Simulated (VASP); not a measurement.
Band structure of NiAl (CsCl type). Level of theory: PBE GGA with D3 dispersion (Becke-Johnson damping), VASP's PBE PAW potentials (set 64) (plane waves; VASP 6.6.1).

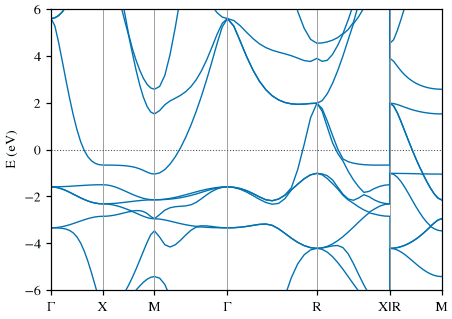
Figure. Bands along high-symmetry lines, zero at the valence-band maximum or, without a gap, the Fermi level

Read the plot: is there a gap, and where are the band edges?

It has no gap at this level: it comes out as a metal or semimetal. (Edges off the drawn lines would not show.)

The compound is NiAl in the CsCl type structure. It was relaxed first. The run is not spin-polarised, so no magnetic state was tried. The electron count is odd and the run is not spin-polarised, which forces a metal.
